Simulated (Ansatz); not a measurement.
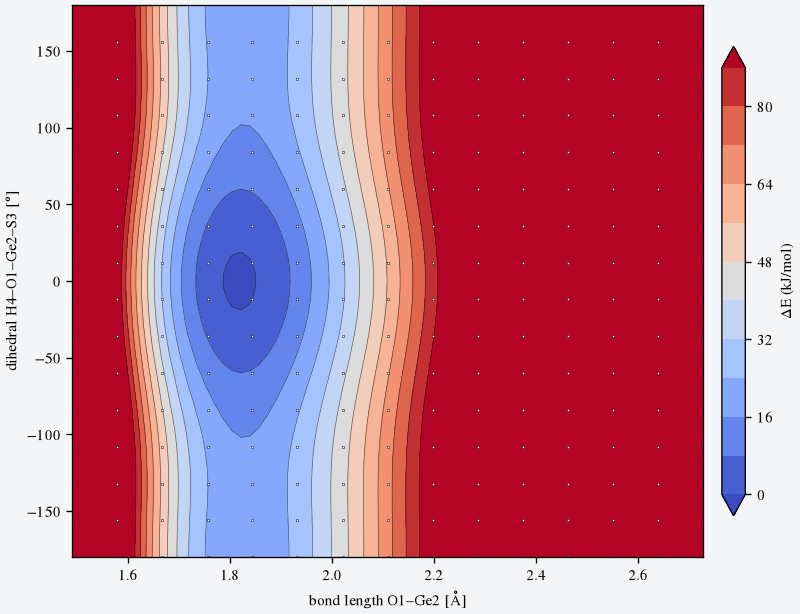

GeH3OS, SMILES [OH][GeH2][S-], charge −1. 
- First axis: bond length O1–Ge2. Second axis: dihedral H4–O1–Ge2–S3.
- Nothing is relaxed (all other coordinates rigid).
- The grid has 15 × 15 points; 120 points were computed and 105 follow by symmetry.
- Points are written as (first, second).
- Energies are in kJ/mol, from the lowest grid point.
- The reference is spin-restricted, which grows unreliable where a bond is stretched far.
- Level of theory: Ansatz, RHF/def2-SVPD.

The picture shows filled contours, dots at the grid points, one colour for all values above the top of the scale. Between grid points the surface is interpolated.

> Estimate the position of the minimum and the force constants in these coordinates.

The interpolated minimum is at bond length O1–Ge2 ≈ 1.818 Å, dihedral H4–O1–Ge2–S3 ≈ 0°. The curvatures there are about 23 eV/Å² and 0.22 eV/rad², with a cross term of about 0 eV/(Å·rad). Round the minimum the two coordinates are nearly uncoupled. (1 eV is 96.5 kJ/mol.)
